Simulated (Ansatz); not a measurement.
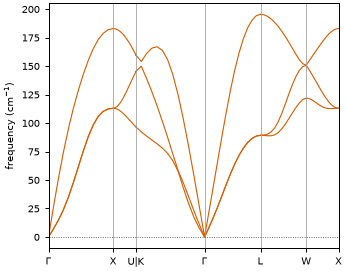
Figure: Phonon dispersion of Zn (fcc (Cu type), Fm-3m), the program Ansatz at the PBEsol level (PAW); imaginary frequencies are drawn negative

Question: Is this phase dynamically stable?

Answer: Yes, on this path no branch is imaginary.

Question: How high does the spectrum reach?

Answer: About 200 cm⁻¹ (5.9 THz).

The first step of the workflow began from a Materials Project structure, measured or hypothetical; the Crystallography Open Database copy checked does not list it. It is not the phase usual at ambient conditions (space group No. 194). The PBEsol relaxation kept the symmetry of its start. At this level the phase is mechanically unstable. As this level gives no gap, phonon frequencies hold no LO–TO term and depend on the k-mesh and smearing (Fermi–Dirac, 0.1 eV here).

Potentials: the later of the program's two PAW sets.
